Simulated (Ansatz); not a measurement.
## [CF3]+ (SMILES F[C+](F)F): methods side by side

[CF3]+: 4 atoms, total charge +1, spin state singlet. SMILES: `F[C+](F)F`. Geometry: optimised at B3LYP/def2-SVP.

```xyz
4

F     0.7014   -0.1151    1.0094
C     0.0000    0.0000    0.0000
F    -0.6119   -0.9772   -0.4411
F    -0.0894    1.0923   -0.5683
```

Quantity: the dissociation energy of the C2–F1 bond into doublet [CF2]+ and doublet F (shapes relaxed at B3LYP/def2-SVP, no zero-point term), in eV. The values are calculated.

```csv
level,kind,program,value (eV),CPU time (all runs)
HF/def2-TZVPP,Hartree–Fock,Ansatz,4.26,1.2 s
PBE/def2-TZVPP,GGA,Ansatz,6.31,2.7 s
B3LYP/def2-TZVPP,global hybrid,Ansatz,5.97,3.2 s
PBE0-D4/def2-TZVPP,global hybrid,Ansatz,6.10,2.9 s
CAM-B3LYP/def2-TZVPP,range-separated hybrid,Ansatz,6.10,3.4 s
wB97M-V/def2-TZVPP,range-separated hybrid,Ansatz,6.22,11 s
B2PLYP/def2-TZVPP,double hybrid,Ansatz,6.01,4.9 s
RPA@PBE/def2-TZVPP,RPA,Ansatz,5.54,5.3 s
```

The values span 4.26 to 6.31 eV. Hartree–Fock misses the correlation of the electron pair that is broken and comes out low. Measured bond enthalpies also hold zero-point and thermal terms, a few tenths of an eV less. Times are those of the runs behind each value, whatever else they computed, on shared processors of several kinds: orders of magnitude only.

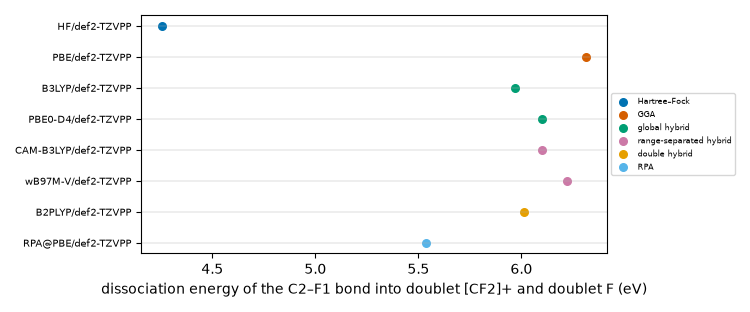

The values of the table, level by level.
